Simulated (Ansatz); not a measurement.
The starting structures come from a database of crystals and need not be the phases stable at ambient conditions.

 Where the default PAW files enter, the runs use the earlier of Ansatz's two default sets.

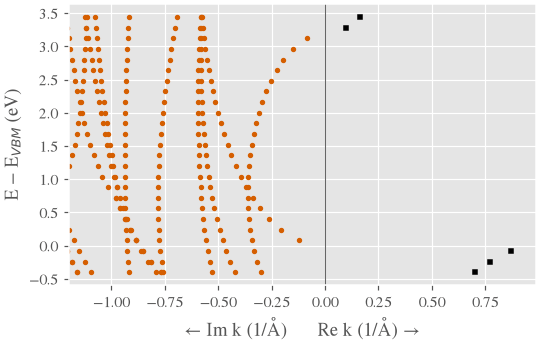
Figure. Complex bands at the centre of the two-dimensional zone; PBEsol (Ansatz, a quantum-chemistry and plane-wave program)

No gap correction and no spin-orbit coupling; mid-gap values are interpolated between computed energies.

Q: This is CsCdF₃ (Pm-3m, cubic perovskite, not sure to be the ambient phase, 5 atoms a cell, 18.1 Å³ an atom) along the normal of (110). Read off the slowest decay at the centre of the two-dimensional zone at 1.52 eV, the computed energy nearest the middle of the gap.

A: κ ≈ 0.34 1/Å, a decay length 1/(2κ) of the density of 1.5 Å.
